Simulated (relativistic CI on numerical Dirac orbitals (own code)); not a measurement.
# Fe⁶⁺: M2,3 absorption multiplets

Wanted: the shape of the M2,3 absorption spectrum of Fe⁶⁺ in 5 surroundings, from the same atomic integrals.

Method: Dirac-Coulomb-Breit CI, KLI orbitals optimised for each configuration, model QED (radiative potential, 1s self-energy scaled to tabulated hydrogen-like ionisation energies), valence Slater integrals scaled by 0.8, multiplet model of core-to-valence dipole absorption. Code: relativistic CI on numerical Dirac orbitals (own code) version 1.

## 1. What is computed

- ion: Fe⁶⁺ (Fe VII)
- nuclear charge: 26
- electrons: 20
- configurations: [Ar] 3d2 → [Ne] 3s2 3p5 3d3
- magnetising field for the dichroism, Lz and Sz: exchange field 10 meV on Sz; these come from the lowest magnetised state alone (0 K)
- temperature of the isotropic spectrum: 80 K
- widths: Lorentz 1.2 eV, Gauss 0.3 eV
- surrounding 1: free ion
- surrounding 2: D3d, 10Dq = 14300, Dsigma = -1200, Dtau = 140 cm⁻¹
- surrounding 3: D3d, 10Dq = 14300, Dsigma = -860, Dtau = 140 cm⁻¹
- surrounding 4: D3d, 10Dq = 14300, Dsigma = -510, Dtau = 140 cm⁻¹
- surrounding 5: D3d, 10Dq = 14300, Dsigma = -170, Dtau = 140 cm⁻¹

## 2. Surrounding 1: free ion

Settings of the run:

```ini
atom Fe  Z=26  charge=6  electrons=20
nucleus A=56  rms_radius_fm=3.7377
hamiltonian dirac-coulomb  breit=on  qed=on  c_scale=1
orbitals kli  potential=per-configuration
slater_scale 0.8
correlation none
mixing on
configurations
  [Ar] 3d2
  [Ne] 3s2 3p5 3d3
end
absorption M2,3 T=80 lorentz=1.2 gauss=0.3
crystal_field free
```

From the run's result record (rounded, not every field):

```text
{
  "status": "converged",
  "curve, one point in 3 above 2 % of the maximum [energy, isotropic, mcd, ld] [eV; bohr^2/eV]": [
    [53.75, 0.002793, -0.003837, -0.0005425],
    [57.5, 0.002698, -0.00271, -0.0008248],
    [58.25, 0.003885, -0.005324, -0.001084],
    [59, 0.00752, -0.01198, -0.002234],
    [59.75, 0.01524, -0.02725, -0.005492],
    [60.5, 0.01769, -0.03266, -0.007033],
    [61.25, 0.009665, -0.01624, -0.00338],
    [62, 0.01081, -0.01801, -0.003706],
    [62.75, 0.02152, -0.03863, -0.008081],
    [63.5, 0.06081, -0.1161, -0.02469],
    [64.25, 0.06007, -0.1143, -0.02468],
    [65, 0.02118, -0.03396, -0.007167],
    [65.75, 0.01155, -0.01094, -0.002361],
    [66.5, 0.009524, -0.0002015, -0.0007269],
    [67.25, 0.01173, 0.0113, -0.001444],
    [68, 0.02265, 0.04114, -0.009527],
    [68.75, 0.02797, 0.04366, 0.002069],
    [69.5, 0.03893, 0.03626, 0.03946],
    [70.25, 0.09837, 0.08043, 0.1286],
    [71, 0.1079, 0.07503, 0.1339],
    [71.75, 0.03807, 0.03111, 0.03833],
    [72.5, 0.02093, 0.0271, 0.00957],
    [73.25, 0.02247, 0.0456, -0.008414],
    [74, 0.04867, 0.1245, -0.04616],
    [74.75, 0.07776, 0.2096, -0.08545],
    [75.5, 0.02869, 0.07477, -0.02922],
    [76.25, 0.01176, 0.02848, -0.009964],
    [77, 0.006484, 0.01458, -0.004499],
    [77.75, 0.0043, 0.009102, -0.002536],
    [78.5, 0.003229, 0.006594, -0.001756]
  ],
  "sticks, the strongest [energy, strength] [eV, bohr^2]": [
    [54.1, 0.003998],
    [59.21, 0.003753],
    [60.2, 0.03278],
    [63.19, 0.003579],
    [63.88, 0.1484],
    [68.33, 0.03029],
    [68.52, 0.002193],
    [69.54, 0.006019],
    [70.56, 0.03891],
    [70.66, 0.1918],
    [70.87, 0.02668],
    [74.1, 0.01081],
    [74.55, 0.01891],
    [74.63, 0.1271]
  ],
  "total [bohr^2]": 0.653901,
  "centroid [eV]": 69.1073,
  "radial 3p6 3d2 [Ha, bohr]": {"<r^-3>(3d)": 7.6471, "<r^1>(3d)": 0.82142, "<r^2>(3d)": 0.80961, "<r^4>(3d)": 1.2388, "F2(3d,3d)": 0.54175, "F4(3d,3d)": 0.34342, "zeta(3d)": 0.0029304},
  "radial 3p5 3d3 [Ha, bohr]": {"<r^-3>(3p)": 67.071, "<r^1>(3p)": 0.79568, "<r^2>(3p)": 0.73498, "<r^4>(3p)": 0.87693, "zeta(3p)": 0.041744, "<r^-3>(3d)": 7.634, "<r^1>(3d)": 0.82201, "<r^2>(3d)": 0.81084, "<r^4>(3d)": 1.2432, "F2(3d,3d)": 0.54136, "F4(3d,3d)": 0.34317, "F2(3p,3d)": 0.54561, "G1(3p,3d)": 0.66141, "G3(3p,3d)": 0.41286, "zeta(3d)": 0.0028406},
  "ground_degeneracy": 5,
  "ground_Lz": 2.70973,
  "ground_Sz": -0.709726,
  "ground_S": 0.997704,
  "core_spin_orbit_splitting [eV]": 1.76997
}
```

It took 0.59 s on 1 thread, shared host.

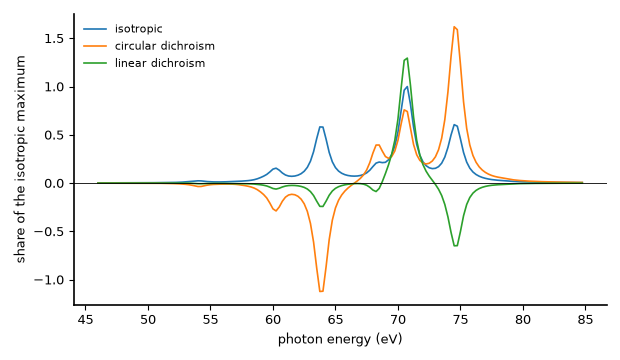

Thermal isotropic spectrum, and the dichroism of the lowest magnetised state alone (0 K, fully polarised).

## 3. Surrounding 2: D3d, 10Dq = 14300, Dsigma = -1200, Dtau = 140

The settings differ from step 2 so:

```diff
@@ -12,2 +12,2 @@
 absorption M2,3 T=80 lorentz=1.2 gauss=0.3
-crystal_field free
+crystal_field D3d 10Dq=14300 Dsigma=-1200 Dtau=140
```

Result record:

```text
{
  "status": "converged",
  "curve, one point in 5 above 2 % of the maximum [energy, isotropic, mcd, ld] [eV; bohr^2/eV]": [
    [53.25, 0.002458, -0.000696, -0.001601],
    [54.5, 0.002432, -0.001146, -0.0008919],
    [55.75, 0.003453, -0.001401, -0.001262],
    [57, 0.004706, -0.000996, -7.049e-05],
    [58.25, 0.00512, -0.001657, -0.0007249],
    [59.5, 0.006776, -0.001609, -0.0003963],
    [60.75, 0.01126, -0.00379, 0.0004247],
    [62, 0.01499, -0.01355, -0.0002755],
    [63.25, 0.01394, -0.009367, -0.004555],
    [64.5, 0.04965, -0.0394, -0.02643],
    [65.75, 0.04988, 0.01722, 0.001968],
    [67, 0.01566, 0.004133, 0.002163],
    [68.25, 0.01271, 0.003698, -0.002701],
    [69.5, 0.0318, 0.004008, -0.01872],
    [70.75, 0.05849, 0.01756, -0.003978],
    [72, 0.1038, 0.02915, 0.09504],
    [73.25, 0.02933, 0.008996, 0.01095],
    [74.5, 0.01517, 0.004437, 0.001983],
    [75.75, 0.04249, 0.01337, -0.006164],
    [77, 0.0163, 0.009443, 0.003707],
    [78.25, 0.006079, 0.00156, 0.003274],
    [79.5, 0.003112, 0.0006875, 0.001544]
  ],
  "sticks, the strongest [energy, strength] [eV, bohr^2]": [
    [65.39, 0.0187],
    [71.34, 0.03349],
    [71.52, 0.01863],
    [71.64, 0.02341],
    [71.75, 0.0593],
    [72.07, 0.04619],
    [75.82, 0.02192],
    [76.15, 0.01903]
  ],
  "total [bohr^2]": 0.65346,
  "centroid [eV]": 69.3564,
  "ground_degeneracy": 1,
  "ground_Lz": 0.531487,
  "ground_Sz": -0.786238,
  "ground_S": 0.999214,
  "core_spin_orbit_splitting [eV]": 1.76997
}
```

Run time: 0.63 s. Hardware: 1 thread, shared host.

## 4. Surrounding 3: D3d, 10Dq = 14300, Dsigma = -860, Dtau = 140

The settings differ from step 3 so:

```diff
@@ -12,2 +12,2 @@
 absorption M2,3 T=80 lorentz=1.2 gauss=0.3
-crystal_field D3d 10Dq=14300 Dsigma=-1200 Dtau=140
+crystal_field D3d 10Dq=14300 Dsigma=-860 Dtau=140
```

Result record:

```text
{
  "status": "converged",
  "curve, one point in 4 above 2 % of the maximum [energy, isotropic, mcd, ld] [eV; bohr^2/eV]": [
    [53.5, 0.002449, -0.002945, 0.0002144],
    [55.5, 0.003128, -0.001845, 0.0002876],
    [56.5, 0.003891, -0.002714, -0.000404],
    [57.5, 0.004737, -0.004405, -0.001729],
    [58.5, 0.005459, -0.004084, 7.547e-05],
    [59.5, 0.006901, -0.00576, 7.604e-05],
    [60.5, 0.01052, -0.01054, 0.0004958],
    [61.5, 0.01694, -0.02745, -0.006105],
    [62.5, 0.01344, -0.0171, -0.000122],
    [63.5, 0.01756, -0.02063, -0.001795],
    [64.5, 0.05207, -0.05876, 0.002935],
    [65.5, 0.0602, -0.02536, 0.00889],
    [66.5, 0.02328, 0.003012, -0.001048],
    [67.5, 0.01211, 0.00393, -0.0001498],
    [68.5, 0.01303, 0.008487, 0.001333],
    [69.5, 0.02702, 0.0258, 0.006577],
    [70.5, 0.04577, 0.04262, -0.009724],
    [71.5, 0.1181, 0.1103, -0.04438],
    [72.5, 0.06906, 0.03947, -0.009236],
    [73.5, 0.02149, 0.01408, -0.001153],
    [74.5, 0.01504, 0.01398, 0.003386],
    [75.5, 0.03339, 0.03924, 0.0207],
    [76.5, 0.03243, 0.04951, 0.005424],
    [77.5, 0.009396, 0.01129, 0.0008812],
    [78.5, 0.005724, 0.0007155, -0.001529],
    [79.5, 0.003058, 0.001386, -0.0003663]
  ],
  "sticks, the strongest [energy, strength] [eV, bohr^2]": [
    [65.03, 0.01978],
    [71.44, 0.03122],
    [71.58, 0.02022],
    [71.69, 0.02278],
    [71.7, 0.0454],
    [71.94, 0.01982],
    [72.03, 0.02478],
    [76.13, 0.01772]
  ],
  "total [bohr^2]": 0.653524,
  "centroid [eV]": 69.3387,
  "ground_degeneracy": 2,
  "ground_Lz": 1.54955,
  "ground_Sz": -0.957694,
  "ground_S": 0.999201,
  "core_spin_orbit_splitting [eV]": 1.76997
}
```

It took 0.66 s on 1 thread, shared host.

## 5. Surrounding 4: D3d, 10Dq = 14300, Dsigma = -510, Dtau = 140

The settings differ from step 4 so:

```diff
@@ -12,2 +12,2 @@
 absorption M2,3 T=80 lorentz=1.2 gauss=0.3
-crystal_field D3d 10Dq=14300 Dsigma=-860 Dtau=140
+crystal_field D3d 10Dq=14300 Dsigma=-510 Dtau=140
```

Result record:

```text
{
  "status": "converged",
  "curve, one point in 4 above 2 % of the maximum [energy, isotropic, mcd, ld] [eV; bohr^2/eV]": [
    [55, 0.002759, -0.002234, -7.152e-05],
    [56, 0.003362, -0.00163, 0.0005098],
    [57, 0.004569, -0.004231, -0.00141],
    [58, 0.004712, -0.003757, -0.0007374],
    [59, 0.006406, -0.005646, 0.0006685],
    [60, 0.008178, -0.006983, -5.837e-05],
    [61, 0.01414, -0.01963, -0.002017],
    [62, 0.01557, -0.02391, -0.003528],
    [63, 0.01315, -0.01472, 0.0006053],
    [64, 0.02905, -0.03496, -0.001136],
    [65, 0.07182, -0.05666, 0.02134],
    [66, 0.03819, -0.005451, -0.0003239],
    [67, 0.01564, 0.003429, -0.0007675],
    [68, 0.01127, 0.005116, 0.0003869],
    [69, 0.01693, 0.01474, 0.002181],
    [70, 0.03432, 0.03394, 0.003836],
    [71, 0.07378, 0.0655, -0.0287],
    [72, 0.1151, 0.09831, -0.0275],
    [73, 0.03681, 0.02011, -0.003582],
    [74, 0.01579, 0.01258, 0.0002835],
    [75, 0.01918, 0.02139, 0.007761],
    [76, 0.04554, 0.06269, 0.0188],
    [77, 0.01658, 0.02371, 0.001542],
    [78, 0.006744, 0.00499, -0.0005087],
    [79, 0.004277, 0.0005255, -0.001218]
  ],
  "sticks, the strongest [energy, strength] [eV, bohr^2]": [
    [65, 0.03349],
    [65.2, 0.01849],
    [71.43, 0.02903],
    [71.49, 0.01856],
    [71.69, 0.04121],
    [71.71, 0.03294],
    [71.94, 0.03307],
    [75.84, 0.01871]
  ],
  "total [bohr^2]": 0.653521,
  "centroid [eV]": 69.3412,
  "ground_degeneracy": 2,
  "ground_Lz": 1.55877,
  "ground_Sz": -0.988185,
  "ground_S": 0.999238,
  "core_spin_orbit_splitting [eV]": 1.76997
}
```

Wall time 0.61 s (1 thread, shared host).

## 6. Surrounding 5: D3d, 10Dq = 14300, Dsigma = -170, Dtau = 140

The settings differ from step 5 so:

```diff
@@ -12,2 +12,2 @@
 absorption M2,3 T=80 lorentz=1.2 gauss=0.3
-crystal_field D3d 10Dq=14300 Dsigma=-510 Dtau=140
+crystal_field D3d 10Dq=14300 Dsigma=-170 Dtau=140
```

Result record:

```text
{
  "status": "converged",
  "curve, one point in 4 above 2 % of the maximum [energy, isotropic, mcd, ld] [eV; bohr^2/eV]": [
    [55, 0.002755, -0.002165, -5.605e-05],
    [56, 0.003401, -0.001533, 0.0006098],
    [57, 0.004544, -0.003936, -0.001109],
    [58, 0.004736, -0.003847, -0.0006267],
    [59, 0.006428, -0.005733, 0.0007806],
    [60, 0.008131, -0.007125, -0.0002291],
    [61, 0.01413, -0.01938, -0.001659],
    [62, 0.01564, -0.0239, -0.003202],
    [63, 0.01299, -0.0142, 0.0009276],
    [64, 0.02822, -0.0315, 0.002139],
    [65, 0.07316, -0.05875, 0.01889],
    [66, 0.03831, -0.006072, -0.0003169],
    [67, 0.01545, 0.002551, -0.0003359],
    [68, 0.01125, 0.004889, 0.0002907],
    [69, 0.01687, 0.01465, 0.001522],
    [70, 0.03497, 0.03426, 0.003353],
    [71, 0.07223, 0.05626, -0.02484],
    [72, 0.1153, 0.1043, -0.03187],
    [73, 0.03754, 0.02002, -0.003847],
    [74, 0.01585, 0.0125, -0.0001211],
    [75, 0.01884, 0.02105, 0.006477],
    [76, 0.04526, 0.0618, 0.01615],
    [77, 0.01678, 0.02348, 0.001137],
    [78, 0.006762, 0.004926, -0.0006676],
    [79, 0.004289, 0.0004498, -0.00132]
  ],
  "sticks, the strongest [energy, strength] [eV, bohr^2]": [
    [64.98, 0.03418],
    [65.21, 0.02019],
    [71.43, 0.02403],
    [71.45, 0.02258],
    [71.51, 0.01907],
    [71.7, 0.05581],
    [71.71, 0.03896],
    [71.95, 0.02566]
  ],
  "total [bohr^2]": 0.653514,
  "centroid [eV]": 69.3446,
  "ground_degeneracy": 2,
  "ground_Lz": 1.52988,
  "ground_Sz": -0.991574,
  "ground_S": 0.999256,
  "core_spin_orbit_splitting [eV]": 1.76997
}
```

It took 0.63 s on 1 thread, shared host.

## 7. Comparison

| surrounding | ground S | Lz (0 K) | Sz (0 K) | centroid (eV) | share of the lower edge | up to four highest peaks (% of the highest), eV |
| --- | --- | --- | --- | --- | --- | --- |
| 1: free | 1.00 | 2.71 | -0.71 | 69.11 | - | 63.8 (58), 68.5 (22), 70.8 (100), 74.5 (61) |
| 2: D3d | 1.00 | 0.53 | -0.79 | 69.36 | - | 61.5 (14), 65.2 (63), 71.8 (100), 76.0 (41) |
| 3: D3d | 1.00 | 1.55 | -0.96 | 69.34 | - | 61.5 (14), 65.0 (57), 71.8 (100), 76.0 (38) |
| 4: D3d | 1.00 | 1.56 | -0.99 | 69.34 | - | 61.5 (14), 65.0 (57), 71.8 (100), 76.0 (36) |
| 5: D3d | 1.00 | 1.53 | -0.99 | 69.34 | - | 61.5 (13), 65.0 (58), 71.8 (100), 76.0 (36) |

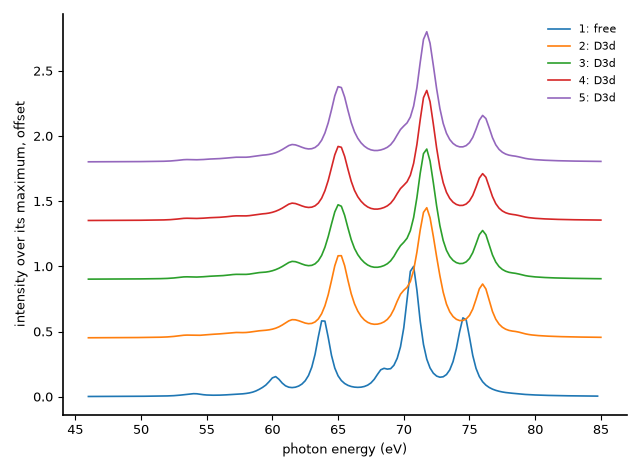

The spectra, each scaled to its maximum and offset.

## 8. What came out

```
                                 quantity    value
                  highest peak, first run  70.8 eV
      ground spin (effective S from ⟨S²⟩)     1.00
core spin-orbit splitting (without Breit)  1.77 eV
```

The position of the maximum differs by up to 1.0 eV between the surroundings, by shifts of peaks or by peaks exchanging rank. Edge positions are free-ion values and differ from those in solids by a few eV or more.
